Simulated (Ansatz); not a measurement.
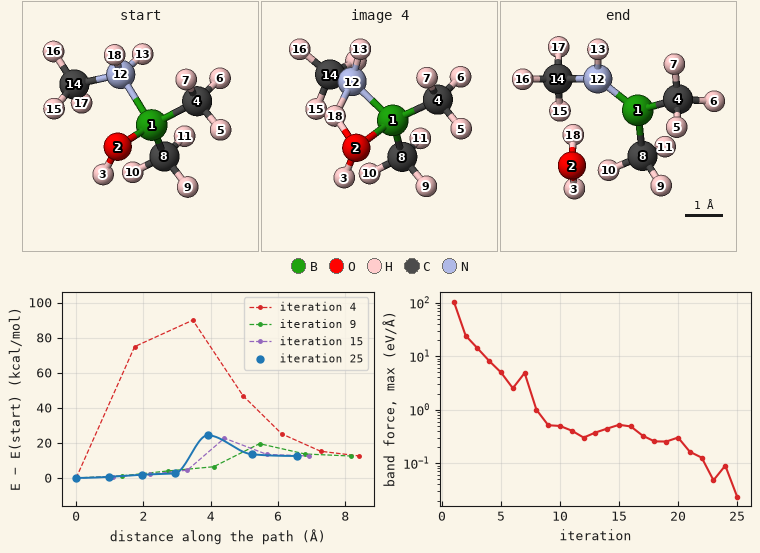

A nudged-elastic-band calculation for C₃H₁₂BNO. Images are numbered from 0 (start) to 6 (end). The plot follows the band through its iterations. The picture is a ball-and-stick view, seen at a tilt.

Theory: RKS r2SCAN-D4/6-31G* in Ansatz 0.2.0. Set-up: 5 movable images; climbing image; force threshold 0.05 eV/Å; iteration limit 60; starting path through a guess of the saddle point.

Judge this run.

The result is final at these settings. The band converged in 25 iterations. The largest component of the band force went from 110 to 0.024 eV/Å. The climbing image converged on the top of the path. Its vibrational analysis gives one imaginary mode (937i cm⁻¹), as a transition state must have. The first iteration put the highest image at 1137.0 kcal/mol. Forward barrier 24.3 kcal/mol, backward barrier 11.8 kcal/mol, with image 4 at the top; the reaction energy is +12.5 kcal/mol.
